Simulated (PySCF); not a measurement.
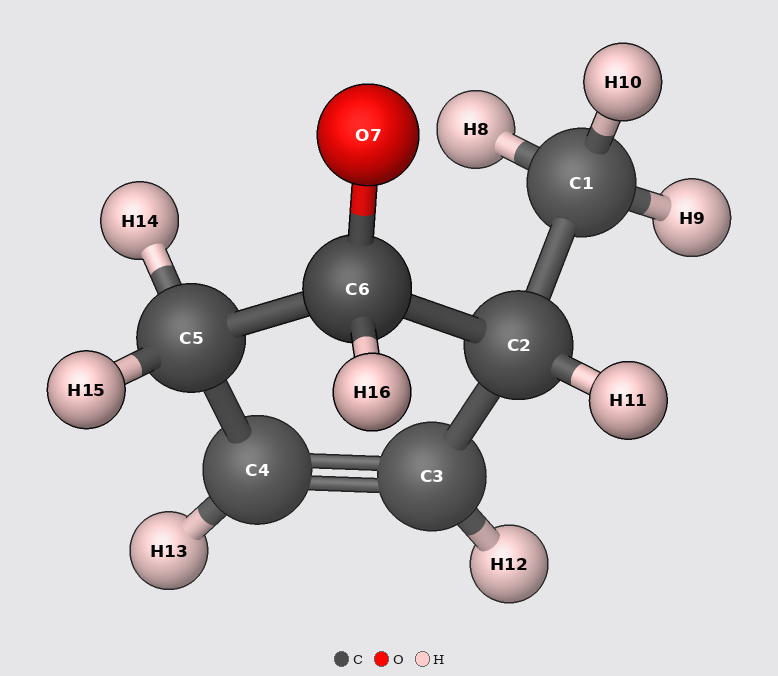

Charge 0, doublet. The geometry was computed by an optimisation with GFN2-xTB. No frequency run is at hand to confirm it as a minimum. Level of theory: UKS B3LYP, pcH-1 on C H O, non-relativistic (PySCF 2.14.0). The run warned: orbitally degenerate or nearly so: second-order g, spin-orbit hyperfine and D do not apply. Fermi-contact and spin-dipolar terms alone, no spin-orbit part.

Which nucleus has the largest dipolar (anisotropic) hyperfine coupling?

Answer. 17O at O7: principal values −237.7, 118.1, 119.7 MHz.

List the isotropic and dipolar parts for the most strongly coupled nuclei, one of each equivalent set.

```
atom  isotope  a_iso (MHz)    dipolar part (MHz)
  O7      17O        −46.5  −237.7, 118.1, 119.7
  C2      13C         57.6    −12.1, −11.9, 24.1
 H16       1H        341.7      −8.4, −3.5, 12.0
 H11       1H         −8.1       −6.3, −2.8, 9.1
 H10       1H         −0.5       −5.1, −3.3, 8.4
  C6      13C        −47.2        −8.3, 2.8, 5.4
 H14       1H          6.2       −3.4, −2.9, 6.2
 H15       1H          3.8       −2.9, −2.3, 5.2
```
